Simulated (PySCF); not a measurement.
```yaml
atoms:
  - { symbol: C, position_ang: [-1.4275, 1.7473, 0.5480] }
  - { symbol: C, position_ang: [-0.6045, 0.6871, -0.1097] }
  - { symbol: C, position_ang: [-0.6700, -0.6279, 0.0687] }
  - { symbol: C, position_ang: [-1.5833, -1.3895, 0.9742] }
  - { symbol: C, position_ang: [0.2666, -1.4507, -0.7768] }
  - { symbol: P, position_ang: [1.5189, -0.2796, -1.5089] }
  - { symbol: C, position_ang: [2.6028, -0.1301, -0.0121] }
  - { symbol: C, position_ang: [0.3965, 1.1602, -1.1311] }
  - { symbol: H, position_ang: [-1.9614, 2.3221, -0.2090] }
  - { symbol: H, position_ang: [-0.7852, 2.4380, 1.0948] }
  - { symbol: H, position_ang: [-2.1530, 1.3301, 1.2399] }
  - { symbol: H, position_ang: [-1.0039, -1.9727, 1.6904] }
  - { symbol: H, position_ang: [-2.1841, -2.0868, 0.3899] }
  - { symbol: H, position_ang: [-2.2522, -0.7343, 1.5242] }
  - { symbol: H, position_ang: [-0.2862, -1.9447, -1.5830] }
  - { symbol: H, position_ang: [0.7685, -2.2330, -0.2013] }
  - { symbol: H, position_ang: [3.1949, -1.0381, 0.0883] }
  - { symbol: H, position_ang: [3.2829, 0.7086, -0.1498] }
  - { symbol: H, position_ang: [2.0078, 0.0225, 0.8872] }
  - { symbol: H, position_ang: [-0.1162, 1.4735, -2.0468] }
  - { symbol: H, position_ang: [0.9798, 2.0147, -0.7776] }
```

Geometry: GFN2-xTB.

The calculation used PBE0/pcSseg-1, SCF density, gas phase, non-relativistic (PySCF).

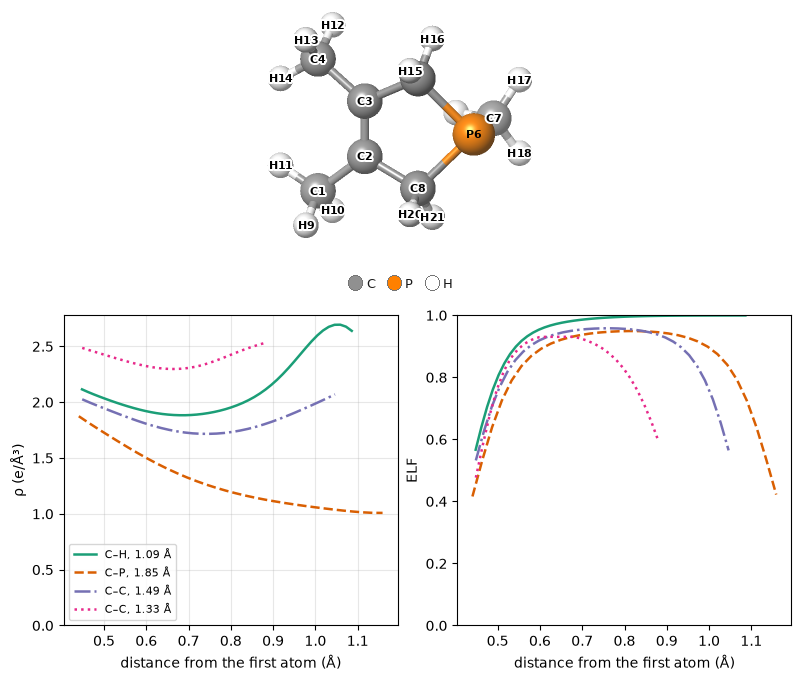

C7H13P (SMILES CC1=C(C)CP(C)C1). Total electron density and electron localisation function along straight lines between neighbouring atoms. The curves leave out the atomic cores. The structure is drawn too.

### What can be read from the curves?

C–H (1.09 Å): ρ is about 2 e/Å³ halfway; the ELF climbs to about 1 towards the hydrogen, as it does in any bond to H (an ordinary covalent bond to hydrogen).
C–P (1.85 Å): ρ at the midpoint is about 1.1 e/Å³; the ELF peaks at about 0.95 between the atoms; a shared electron pair.
C–C (1.49 Å): ρ is about 1.7 e/Å³ halfway; the ELF peaks at about 0.95 between the atoms (localised, covalent bonding).
C–C (1.33 Å): the density is about 2.3 e/Å³ at the midpoint; the ELF peaks at about 0.95 between the atoms; a short, multiple covalent bond.
